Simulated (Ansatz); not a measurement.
```xyz
8

Al   -0.0447    0.5693    0.0900
N    -0.0280    0.2148    2.1157
H    -0.8493   -0.3441    2.3550
H     0.8016   -0.2893    2.4316
H     1.3598    0.0590   -0.4241
F    -1.3925   -0.3451   -0.2832
Cl   -0.3624    2.7000    0.1329
H    -0.0835    1.0948    2.6312
```

Method: RKS B3LYP/6-31G* in Ansatz 0.2.0.

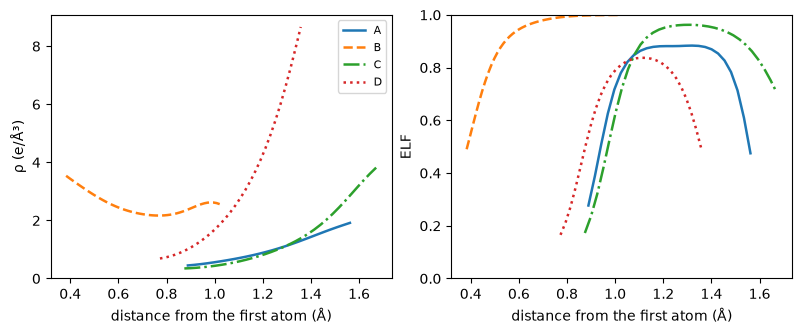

AlClFH$_{4}$N. Total electron density and ELF along straight lines between neighbouring atoms. The curves leave out the atomic cores.

Which curve belongs to which contact (Al–Cl, Al–F, Al–N and N–H)? The first atom named is at distance zero.

Answer. Curve A: Al–Cl (2.15 Å): the density is about 0.67 e/Å³ at the midpoint; the ELF peaks at about 0.90 in the valence shell of Cl, 0.8 Å from its nucleus, and is about 0.85 at the midpoint. Curve B: N–H (1.02 Å): ρ is about 2.8 e/Å³ halfway; the ELF climbs to about 1 towards the hydrogen, as it does in any bond to H (a covalent bond by its length). Curve C: Al–N (2.06 Å): ρ is about 0.47 e/Å³ halfway; the ELF peaks at about 0.95 in the valence shell of N, 0.7 Å from its nucleus, and is about 0.70 at the midpoint. Curve D: Al–F (1.67 Å): ρ is about 0.82 e/Å³ halfway; the ELF peaks at about 0.85 in the valence shell of F, 0.6 Å from its nucleus, and is about 0.35 at the midpoint.
